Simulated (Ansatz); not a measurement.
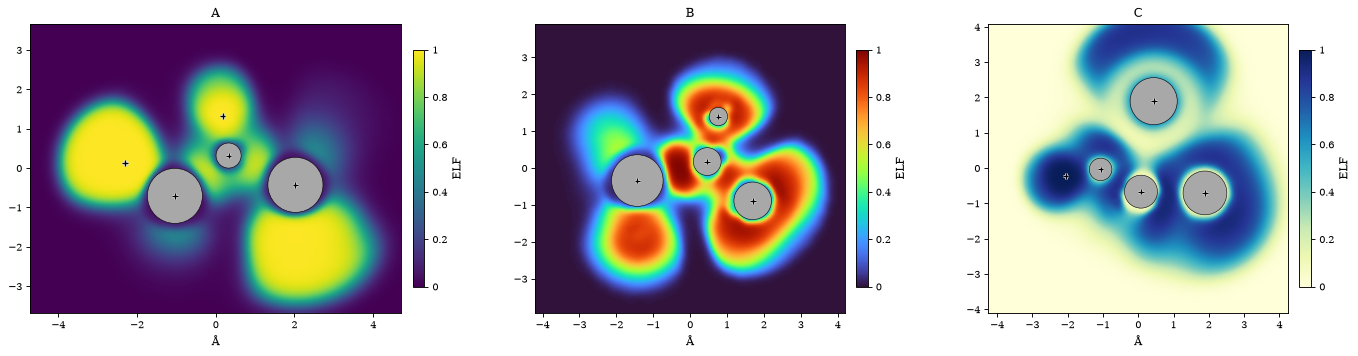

The ELF of 3 systems, each on a plane through atoms (crosses mark nuclei in the plane; grey discs cover the cores).

All numbers below come from isolated molecule in a Gaussian basis; Kohn-Sham density functional theory, functional PBE0 (Ansatz 0.2.0).

System 1: BH2InNP, the plane of atoms N3, In2 and P4. Geometry: r2SCAN-D4/def2-SVP; core potentials replace the inner electrons of In.

```xyz
6

B    -2.4384    0.7127    0.8530
In   -0.5281   -0.2840   -0.5839
N    -1.4769    0.2508    1.6093
P    -3.2519    0.9068   -0.7571
H    -1.2408    0.1495    2.5864
H    -2.7320    2.2347   -0.9149
```

System 2: H6NSi2 (charge −1), the plane of atoms N1, Si3 and H7. Geometry: PBE0-D3(BJ)/def2-SVPD.

| atom | x (Å) | y (Å) | z (Å) |
| --- | --- | --- | --- |
| N | 1.4250 | 0.3523 | -0.1548 |
| Si | 0.8762 | -0.8094 | 1.1812 |
| Si | 2.9665 | 1.0769 | -0.0549 |
| H | -0.5456 | -0.2395 | 1.4303 |
| H | 0.3492 | -1.9688 | 0.2944 |
| H | 0.8420 | 0.5736 | -0.9540 |
| H | 3.1792 | 1.9769 | -1.2552 |
| H | 4.1345 | 0.1245 | -0.0573 |
| H | 3.1946 | 1.9542 | 1.1490 |

System 3: CCl2F3Si (charge +1), the plane of atoms Cl3, C1 and F6. Geometry: PBE0-D3(BJ)/def2-SVP.

```json
{"atom": "C", "x (Å)": "1.3768", "y (Å)": "1.3385", "z (Å)": "0.7996"}
{"atom": "Cl", "x (Å)": "3.4961", "y (Å)": "1.6704", "z (Å)": "-1.4490"}
{"atom": "Cl", "x (Å)": "0.6108", "y (Å)": "2.6229", "z (Å)": "1.4439"}
{"atom": "F", "x (Å)": "1.3656", "y (Å)": "-0.4752", "z (Å)": "-1.3147"}
{"atom": "F", "x (Å)": "0.5049", "y (Å)": "1.9774", "z (Å)": "-1.7571"}
{"atom": "F", "x (Å)": "1.8656", "y (Å)": "0.5034", "z (Å)": "1.6037"}
{"atom": "Si", "x (Å)": "1.6351", "y (Å)": "1.0695", "z (Å)": "-1.1297"}
```

Question: Match each panel to its system.

Answer: Panel A is system 2, H6NSi2: the plane holds N, Si and H. Si–N (1.71 Å): the ELF peaks at about 0.90 between the atoms; a polar covalent bond. Panel B is system 3, CCl2F3Si: the plane holds C, Cl, F and Si. C–F (1.26 Å): the ELF peaks at about 0.85 between the atoms, as expected for a polar covalent bond. Panel C is system 1, BH2InNP: the plane holds B, In, N, P and H. B–N (1.31 Å): the ELF peaks at about 0.85 between the atoms, as expected for a polar covalent bond.
